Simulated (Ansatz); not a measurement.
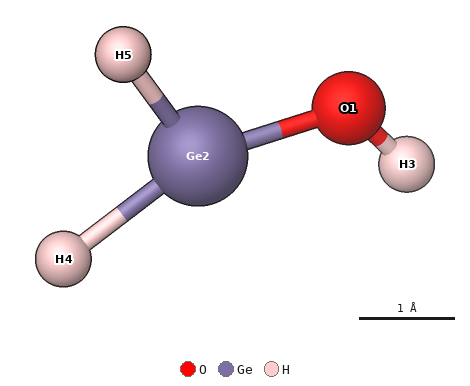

**Figure 1.** The structure (ball-and-stick view, seen at a tilt; atoms are numbered from 1 in the order of the input). Sticks mark near contacts.

**What a change does: single-point calculation on GeH$_{3}$O**

System: GeH$_{3}$O, charge +1.
Method of the first run: RKS PBE0-D4/def2-TZVP (Ansatz 0.2.0).

Text and figures count atoms from 1; the logs count them from 0 in places.

### Input, the first run
```yaml
crystal:
  periodic: [false, false, false]
  atoms:
    - { symbol: O, position_ang: [0.823052, -0.544693, 0.665566] }
    - { symbol: Ge, position_ang: [-0.226696, 0.408672, -0.265409] }
    - { symbol: H, position_ang: [0.611559, -1.474254, 0.833671] }
    - { symbol: H, position_ang: [-1.659244, 0.807578, -1.249162] }
    - { symbol: H, position_ang: [0.288618, 1.827271, -0.407013] }
total_charge: 1
basis:
  gaussian: { orbitals: def2-TZVP }
hamiltonian:
  xc: pbe0
  dispersion: d4
output:
  forces: true
```

Command:
```bash
ansatz run input.yaml --threads 1 --pin off --max-ram 2560MiB --backend cpu --events-out ev --progress --plain --runs-dir out
```

Hardware: 1 thread of Intel Xeon @ 2.50GHz (Skylake/Cascade Lake), 192 GiB of memory available, shared host.

### Output (the first run)
```
Engine: ansatz 0.2.0, x86_64-unknown-linux-gnu
Functional definition: PBE0
  parameter a = 0.25
  parameter kappa = 0.804
  parameter beta = 0.06672455060314922
  exchange = (1 - a)*pbe_x(kappa = kappa, mu = beta*pi^2/3) + a*exact_x
  correlation = pbe_c(beta = beta)
684 factors; their error is unknown
mean field evaluation 1: about -58580.3798 eV, gradient 9.7e1 eV
mean field evaluation 2: about -58461.5933 eV, gradient 2.0e2 eV
mean field evaluation 4: about -58595.7200 eV, gradient 6.4e0 eV
mean field evaluation 8: about -58595.8548 eV, gradient 1.3e-1 eV
mean field evaluation 16: about -58596.1306 eV, gradient 3.7e-4 eV
mean field -58596.13057645 eV, -2153.3680808007 hartree, gradient 2.3e-5 eV, S^2 0.000000; 0 other end points of the search recorded, 0 dependent functions left out
the calculation of the forces begins
reference -58596.13059853 eV, -2153.3680816121 hartree; 21, 21 occupied and 76, 76 virtual orbitals, 684 factors
Total energy: -58596.16558429 eV, -2153.3693673150 hartree
Atom 0 at     0.823052    -0.544693     0.665566 Å, force    -0.572439    -0.380500    -0.222452 eV/Å
Atom 1 at    -0.226696     0.408672    -0.265409 Å, force    -1.639254     2.333088    -1.720333 eV/Å
Atom 2 at     0.611559    -1.474254     0.833671 Å, force     0.037954    -0.161193     0.074118 eV/Å
Atom 3 at    -1.659244     0.807578    -1.249162 Å, force     1.333485    -1.876867     1.393105 eV/Å
Atom 4 at     0.288618     1.827271    -0.407013 Å, force     0.840253     0.085472     0.475562 eV/Å
Dipole moment:    -0.367822    -0.195997    -0.158112 e Å
```

The input of the second run differs as follows (lines with − go, lines with + come):
```diff
-    - { symbol: H, position_ang: [-1.659244, 0.807578, -1.249162] }
+    - { symbol: H, position_ang: [-1.668335, 0.244022, -1.075848] }
```

How does the second run compare with the first run?

With the same method and basis, the second run lies 20.9 kcal/mol lower. The largest force goes from 3.330 to 2.016 eV/Å.

### Output (the second run)
```
Engine: ansatz 0.2.0, x86_64-unknown-linux-gnu
Functional definition: PBE0
  parameter a = 0.25
  parameter kappa = 0.804
  parameter beta = 0.06672455060314922
  exchange = (1 - a)*pbe_x(kappa = kappa, mu = beta*pi^2/3) + a*exact_x
  correlation = pbe_c(beta = beta)
684 factors; their error is unknown
mean field evaluation 1: about -58581.4296 eV, gradient 9.8e1 eV
mean field evaluation 2: about -58473.6716 eV, gradient 2.0e2 eV
mean field evaluation 4: about -58596.7069 eV, gradient 5.7e0 eV
mean field evaluation 8: about -58596.7601 eV, gradient 2.1e-1 eV
mean field evaluation 16: about -58597.0359 eV, gradient 5.1e-5 eV
mean field -58597.03592451 eV, -2153.4013517281 hartree, gradient 5.1e-5 eV, S^2 0.000000; 0 other end points of the search recorded, 0 dependent functions left out
the calculation of the forces begins
reference -58597.03594641 eV, -2153.4013525331 hartree; 21, 21 occupied and 76, 76 virtual orbitals, 684 factors
Total energy: -58597.07016937 eV, -2153.4026102038 hartree
Atom 0 at     0.823052    -0.544693     0.665566 Å, force    -0.394838    -0.204258    -0.172064 eV/Å
Atom 1 at    -0.226696     0.408672    -0.265409 Å, force    -1.458264     0.812717    -1.129756 eV/Å
Atom 2 at     0.611559    -1.474254     0.833671 Å, force     0.027299    -0.091719     0.045702 eV/Å
Atom 3 at    -1.668335     0.244022    -1.075848 Å, force     1.481565    -0.575898     1.069022 eV/Å
Atom 4 at     0.288618     1.827271    -0.407013 Å, force     0.344237     0.059158     0.187096 eV/Å
Dipole moment:    -0.355436    -0.151099    -0.164950 e Å
```

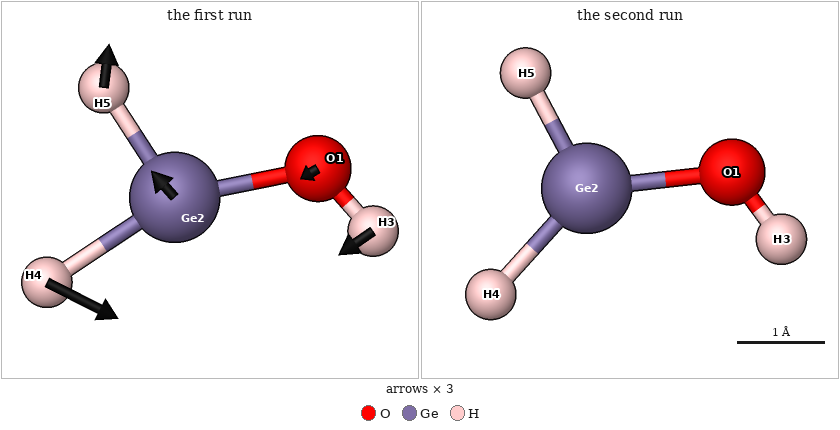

**Figure 2.** The two input geometries at one scale (ball-and-stick view, seen on its broad side). The black arrows on the first give the shifts of the atoms after the best rigid fit, magnified 3 times. H4 moves most after the best rigid fit: 0.31 Å. Largest moves by element: H 0.31 Å, Ge 0.14 Å, O 0.08 Å. Among the contacts that change: Ge2–H4 1.783 → 1.662 Å.

### The two runs side by side

| quantity | the first run | the second run |
| --- | --- | --- |
| outcome | converged | converged |
| total energy (hartree) | −2153.369367 | −2153.402610 |
| largest force (eV/Å) | 3.330 | 2.016 |
| basis functions | 97 | 97 |
| wall time (shared host) | 2.1 s | 2.2 s |
